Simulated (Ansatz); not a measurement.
C$_{2}$H$_{6}$Cl$_{2}$O$_{2}$Si: molecular dynamics (part 1 of 2)

C$_{2}$H$_{6}$Cl$_{2}$O$_{2}$Si, SMILES CO[Si](Cl)(Cl)OC, computed with RKS r2SCAN/def2-SVP (Ansatz 0.2.0).

The geometry comes from this level: PBE0-D4/def2-TZVP. Figures and captions count atoms from 1; the log counts them from 0 in places.

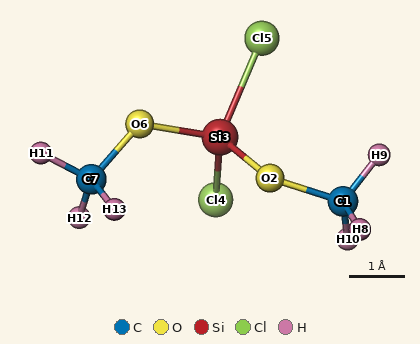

Figure 1. The structure as given in the input (ball-and-stick view, seen at a tilt; atoms are numbered from 1 in the order of the input). Bond lengths as drawn: Cl–Si 2.03 to 2.05 Å, C–H 1.09 Å, C–O 1.41 to 1.42 Å and O–Si 1.61 Å.

## Input file
```yaml
crystal:
  periodic: [false, false, false]
  atoms:
    - {symbol: C, position_ang: [1.010202, -0.515426, -2.035920]}
    - {symbol: O, position_ang: [0.777511, -0.210710, -0.675153]}
    - {symbol: Si, position_ang: [-0.318813, 0.823450, -0.097719]}
    - {symbol: Cl, position_ang: [-2.167150, 0.284808, -0.791320]}
    - {symbol: Cl, position_ang: [0.063832, 2.720988, -0.703767]}
    - {symbol: O, position_ang: [-0.282113, 0.811083, 1.509299]}
    - {symbol: C, position_ang: [-0.528947, -0.319269, 2.326143]}
    - {symbol: H, position_ang: [1.779919, -1.285997, -2.077343]}
    - {symbol: H, position_ang: [1.361031, 0.367538, -2.577490]}
    - {symbol: H, position_ang: [0.101544, -0.891828, -2.514286]}
    - {symbol: H, position_ang: [-0.465140, 0.004588, 3.364708]}
    - {symbol: H, position_ang: [-1.527497, -0.725219, 2.140798]}
    - {symbol: H, position_ang: [0.215920, -1.098807, 2.146949]}
basis:
  gaussian: {orbitals: def2-SVP}
hamiltonian: {xc: {name: r2SCAN}}
md: {timestep: 2 fs, n_steps: 20, ensemble: nve, temperature: 700, initial_velocities: maxwell_boltzmann, seed: 58}
```

Launch command:
```bash
ansatz run in.yaml --threads 4 --pin off --events-out ev --progress --plain --max-ram 11315MiB
```

## What the program printed
```
Functional definition: r2SCAN
  name "r2SCAN"
  cite "Furness, Kaplan, Ning, Perdew & Sun, J. Phys. Chem. Lett. 11, 8208 (2020) doi:10.1021/acs.jpclett.0c02405"
  cite "Furness, Kaplan, Ning, Perdew & Sun, J. Phys. Chem. Lett. 11, 9248 (2020) doi:10.1021/acs.jpclett.0c03077"
  parent r2scan
  parameter k0 = 0.174
  parameter k1 = 0.065
  parameter a1 = 4.9479
  exchange = r2scan_x(k0 = k0, k1 = k1, a1 = a1)
  correlation = r2scan_c
1536 factors; their error is unknown
mean field evaluation 1: about -39164.3466 eV, gradient 6.5e1 eV
mean field evaluation 2: about -39147.3900 eV, gradient 1.1e2 eV
mean field evaluation 4: about -39173.0123 eV, gradient 5.0e0 eV
mean field evaluation 8: about -39173.0596 eV, gradient 1.8e-1 eV
mean field evaluation 16: about -39172.9723 eV, gradient 1.8e-4 eV
mean field -39172.97230243 eV, -1439.5801797200 hartree, gradient 1.2e-5 eV, S^2 0.000000; 0 other end points of the search recorded, 0 dependent functions left out
the calculation of the forces begins
reference -39172.97231269 eV, -1439.5801800970 hartree; 41, 41 occupied and 99, 99 virtual orbitals, 1536 factors
md step     0: t =     0.00 fs  T =   700.0 K  F+E_penalty+E_count = -39172.97230243 eV  E_kin = 0.995302 eV  conserved = -39171.97700044 eV  (29 SCF iters)
these checks for a lower state are left out or cut short: starts, cluster_reference, orbital_swaps, neighbouring_geometries, increment
1536 factors; their error is unknown
mean field -39172.54013061 eV, -1439.5642976984 hartree, gradient 9.9e-6 eV, S^2 0.000000; 0 other end points of the search recorded, 0 dependent functions left out
[... from here on the field's lines of each further geometry are left out, up to the last ...]
md step     1: t =     2.00 fs  T =   495.3 K  F+E_penalty+E_count = -39172.54013061 eV  E_kin = 0.704290 eV  conserved = -39171.83584037 eV  (31 SCF iters)
md step     2: t =     4.00 fs  T =   469.8 K  F+E_penalty+E_count = -39172.59254460 eV  E_kin = 0.667932 eV  conserved = -39171.92461224 eV  (30 SCF iters)
md step     3: t =     6.00 fs  T =   389.6 K  F+E_penalty+E_count = -39172.45581234 eV  E_kin = 0.554001 eV  conserved = -39171.90181105 eV  (31 SCF iters)
md step     4: t =     8.00 fs  T =   326.6 K  F+E_penalty+E_count = -39172.31527945 eV  E_kin = 0.464353 eV  conserved = -39171.85092666 eV  (30 SCF iters)
md step     5: t =    10.00 fs  T =   529.1 K  F+E_penalty+E_count = -39172.71062967 eV  E_kin = 0.752240 eV  conserved = -39171.95838992 eV  (29 SCF iters)
md step     6: t =    12.00 fs  T =   447.7 K  F+E_penalty+E_count = -39172.50148748 eV  E_kin = 0.636591 eV  conserved = -39171.86489611 eV  (29 SCF iters)
md step     7: t =    14.00 fs  T =   448.1 K  F+E_penalty+E_count = -39172.56800774 eV  E_kin = 0.637115 eV  conserved = -39171.93089235 eV  (29 SCF iters)
md step     8: t =    16.00 fs  T =   410.9 K  F+E_penalty+E_count = -39172.50286699 eV  E_kin = 0.584203 eV  conserved = -39171.91866411 eV  (31 SCF iters)
md step     9: t =    18.00 fs  T =   259.1 K  F+E_penalty+E_count = -39172.24016661 eV  E_kin = 0.368357 eV  conserved = -39171.87180918 eV  (29 SCF iters)
md step    10: t =    20.00 fs  T =   355.3 K  F+E_penalty+E_count = -39172.43548257 eV  E_kin = 0.505131 eV  conserved = -39171.93035107 eV  (30 SCF iters)
md step    11: t =    22.00 fs  T =   337.0 K  F+E_penalty+E_count = -39172.37973167 eV  E_kin = 0.479200 eV  conserved = -39171.90053120 eV  (30 SCF iters)
md step    12: t =    24.00 fs  T =   343.6 K  F+E_penalty+E_count = -39172.40486564 eV  E_kin = 0.488545 eV  conserved = -39171.91632018 eV  (30 SCF iters)
md step    13: t =    26.00 fs  T =   414.2 K  F+E_penalty+E_count = -39172.51665626 eV  E_kin = 0.588985 eV  conserved = -39171.92767155 eV  (31 SCF iters)
md step    14: t =    28.00 fs  T =   317.2 K  F+E_penalty+E_count = -39172.34606158 eV  E_kin = 0.450974 eV  conserved = -39171.89508799 eV  (30 SCF iters)
md step    15: t =    30.00 fs  T =   359.8 K  F+E_penalty+E_count = -39172.42033359 eV  E_kin = 0.511614 eV  conserved = -39171.90871991 eV  (30 SCF iters)
md step    16: t =    32.00 fs  T =   365.5 K  F+E_penalty+E_count = -39172.45686724 eV  E_kin = 0.519635 eV  conserved = -39171.93723179 eV  (31 SCF iters)
md step    17: t =    34.00 fs  T =   269.1 K  F+E_penalty+E_count = -39172.26137227 eV  E_kin = 0.382575 eV  conserved = -39171.87879698 eV  (30 SCF iters)
md step    18: t =    36.00 fs  T =   330.8 K  F+E_penalty+E_count = -39172.39203968 eV  E_kin = 0.470416 eV  conserved = -39171.92162357 eV  (29 SCF iters)
md step    19: t =    38.00 fs  T =   273.1 K  F+E_penalty+E_count = -39172.28814058 eV  E_kin = 0.388346 eV  conserved = -39171.89979433 eV  (31 SCF iters)
the calculation of the forces begins
reference -39172.31826962 eV, -1439.5561444576 hartree; 41, 41 occupied and 99, 99 virtual orbitals, 1536 factors
1536 factors; their error is unknown
mean field evaluation 192: about -39172.3182 eV, gradient 1.6e-1 eV
mean field -39172.31825958 eV, -1439.5561440885 hartree, gradient 2.2e-5 eV, S^2 0.000000; 1 other end points of the search recorded, 0 dependent functions left out
the calculation of the forces begins
reference -39172.31826962 eV, -1439.5561444576 hartree; 41, 41 occupied and 99, 99 virtual orbitals, 1536 factors
md step    20: t =    40.00 fs  T =   307.4 K  F+E_penalty+E_count = -39172.31825958 eV  E_kin = 0.437023 eV  conserved = -39171.88123628 eV  (31 SCF iters)
```

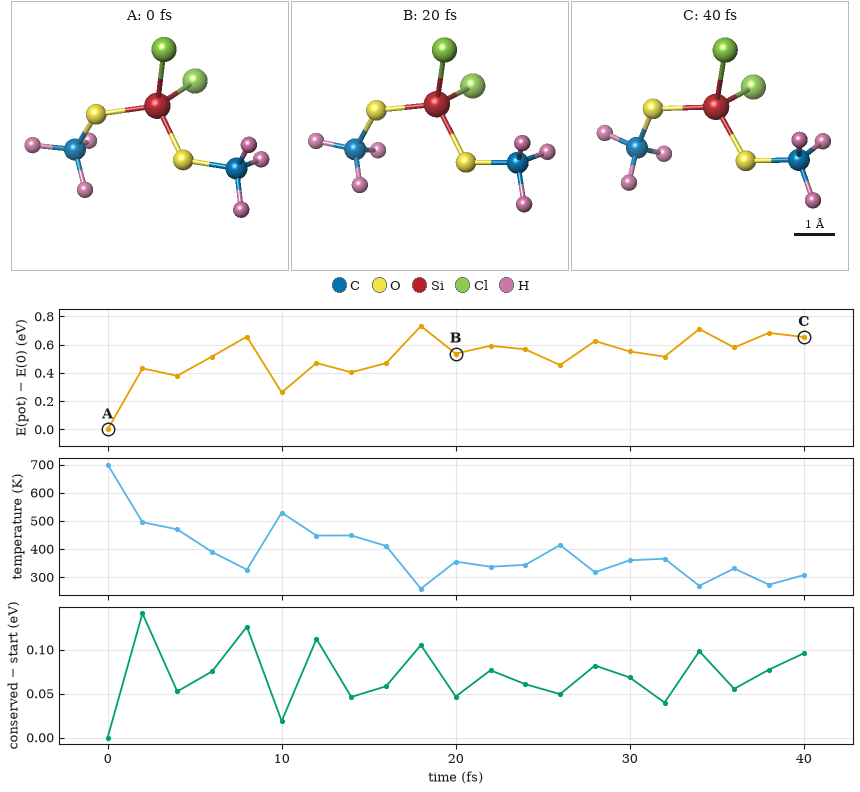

Figure 2. Frames of the molecular dynamics (ball-and-stick, seen at a tilt) above the curves, on which the letters mark them. The trajectory kept here has 21 frames over 40 fs. The temperature starts at 700 K, ranges from 259 to 700 K and averages 334 K over the second half. The potential energy ends 0.654 eV above its first value. The conserved quantity stays within 0.14 eV. After an unweighted best fit of the last frame on the first, the root-mean-square displacement is 0.34 Å, and H11 has moved furthest (0.60 Å).

```
Total energy: -39172.31826962 eV, -1439.5561444576 hartree
Atom 0 at     0.939522    -0.307271    -2.132783 Å, force    -1.186609    -0.445101    -0.193934 eV/Å
Atom 1 at     0.680534    -0.302839    -0.715812 Å, force     1.223279    -0.113173    -0.110561 eV/Å
Atom 2 at    -0.293405     0.816427    -0.064557 Å, force    -0.978470     1.437108     0.095378 eV/Å
Atom 3 at    -2.161686     0.127421    -0.714708 Å, force     0.054932     0.508781    -0.043994 eV/Å
Atom 4 at     0.207040     2.784900    -0.758418 Å, force    -0.455287    -1.488004     0.500204 eV/Å
Atom 5 at    -0.414040     0.910996     1.584137 Å, force     0.612462    -0.005862    -1.236546 eV/Å
Atom 6 at    -0.603387    -0.310825     2.277392 Å, force    -0.862294     1.348616    -0.367771 eV/Å
Atom 7 at     1.624558    -1.145780    -2.399957 Å, force    -0.480552     0.151582     0.380024 eV/Å
Atom 8 at     1.496483     0.628965    -2.398068 Å, force    -0.816390    -0.346013    -0.223131 eV/Å
Atom 9 at    -0.120334    -0.487228    -2.620599 Å, force     2.127841     0.647601     0.208315 eV/Å
Atom 10 at    -1.179878    -0.106743     3.139805 Å, force    -0.365411     0.512778     1.701410 eV/Å
Atom 11 at    -1.243051    -0.980093     1.769462 Å, force    -0.762543    -1.216954    -1.345897 eV/Å
Atom 12 at     0.313876    -0.760222     2.489006 Å, force     1.889041    -0.991359     0.636503 eV/Å
Dipole moment:     0.222907    -0.424307    -0.022962 e Å
```

## Trajectory as extended XYZ (Å, eV, eV/Å), 16 of the 21 frames kept, from step=0 to step=20
```
13
Properties=species:S:1:pos:R:3:forces:R:3 step=0 time_fs=0.0 energy=-39172.97230 temperature=700.0
C     1.0102   -0.5154   -2.0359    0.0143   0.0053   0.2503
O     0.7775   -0.2107   -0.6752    0.4683  -0.4569  -0.1873
Si   -0.3188    0.8235   -0.0977   -0.2657   0.3073  -0.2079
Cl   -2.1671    0.2848   -0.7913   -0.3682  -0.1268  -0.1322
Cl    0.0638    2.7210   -0.7038    0.0912   0.3920  -0.1409
O    -0.2821    0.8111    1.5093    0.0151   0.0647   0.6950
C    -0.5289   -0.3193    2.3261    0.0539   0.2410  -0.1020
H     1.7799   -1.2860   -2.0773    0.2282  -0.2270  -0.0665
H     1.3610    0.3675   -2.5775    0.1075   0.2605  -0.1821
H     0.1015   -0.8918   -2.5143   -0.2697  -0.1157  -0.1660
H    -0.4651    0.0046    3.3647    0.0092   0.0471   0.3256
H    -1.5275   -0.7252    2.1408   -0.3013  -0.1384  -0.0457
H     0.2159   -1.0988    2.1469    0.2173  -0.2530  -0.0403
13
Properties=species:S:1:pos:R:3:forces:R:3 step=1 time_fs=2.0 energy=-39172.54013 temperature=495.3
C     1.0118   -0.5159   -2.0408    0.3881   4.0604   1.3505
O     0.7513   -0.2144   -0.6706    1.2506  -1.0666  -0.7313
Si   -0.3137    0.8300   -0.1072   -0.6693   0.4304   0.6767
Cl   -2.1554    0.2767   -0.7823   -0.5839  -0.1051  -0.2272
Cl    0.0696    2.7200   -0.7048    0.1286   0.5360  -0.1798
O    -0.2994    0.8118    1.5189    0.2598   0.2381  -0.2786
C    -0.5330   -0.3151    2.3119    0.0530  -0.9485   1.5449
H     1.7187   -1.2536   -2.1194    2.2451  -2.0457  -0.0778
H     1.3074    0.4171   -2.5902    0.3272  -0.5103   0.3812
H     0.1554   -0.7994   -2.5101   -3.1278  -1.3347  -1.4984
H    -0.4579    0.0622    3.3966   -0.3810  -0.7611  -1.2512
H    -1.5592   -0.7698    2.0948    0.9924   0.4499   0.3900
H     0.2614   -1.1436    2.1994   -0.8829   1.0573  -0.0990
13
Properties=species:S:1:pos:R:3:forces:R:3 step=3 time_fs=6.0 energy=-39172.45581 temperature=389.6
C     1.0143   -0.4855   -2.0429   -1.8406  -1.0725  -1.2465
O     0.7096   -0.2306   -0.6681    2.2717  -1.7012  -1.4755
Si   -0.3068    0.8450   -0.1221   -1.2253   0.4884   2.1600
Cl   -2.1340    0.2602   -0.7652   -0.9655  -0.0798  -0.4079
Cl    0.0817    2.7199   -0.7075    0.2112   0.7894  -0.2750
O    -0.3316    0.8155    1.5339    0.7121   0.7896  -1.8694
C    -0.5406   -0.3169    2.2996    0.0055  -0.6074   1.1183
H     1.7831   -1.3484   -2.2016   -1.1967   1.6234   0.5317
H     1.2498    0.4548   -2.5671    0.8645  -0.0305   0.1907
H     0.0078   -0.7427   -2.6161    1.6910  -0.1775   1.1158
H    -0.4941    0.0823    3.3195   -0.5694  -0.4542   0.4385
H    -1.5047   -0.8030    2.0529    0.0052   0.0837   0.2951
H     0.2481   -1.1041    2.2832    0.0363   0.3485  -0.5758
13
Properties=species:S:1:pos:R:3:forces:R:3 step=4 time_fs=8.0 energy=-39172.31528 temperature=326.6
C     1.0081   -0.4711   -2.0484   -2.0355  -1.7652  -1.0641
O     0.6965   -0.2447   -0.6719    2.1842  -1.4524  -1.3124
Si   -0.3057    0.8535   -0.1255   -1.0748   0.1272   2.4233
Cl   -2.1248    0.2518   -0.7573   -1.1509  -0.0734  -0.4970
Cl    0.0880    2.7210   -0.7092    0.2452   0.8914  -0.3194
O    -0.3453    0.8199    1.5354    0.7873   0.8595  -2.0044
C    -0.5443   -0.3218    2.3003   -0.1472   0.7437  -0.2379
H     1.7768   -1.3352   -2.2183   -1.2366   1.6199   0.5679
H     1.2664    0.4614   -2.5387    0.8638   0.4409  -0.1272
H    -0.0092   -0.7341   -2.6261    1.9348  -0.0043   1.1321
H    -0.5448    0.0564    3.2752   -0.5083   0.3145   2.2482
H    -1.4565   -0.8057    2.0533   -1.4162  -0.6578  -0.1890
H     0.2244   -1.0471    2.2964    1.5542  -1.0440  -0.6201
```
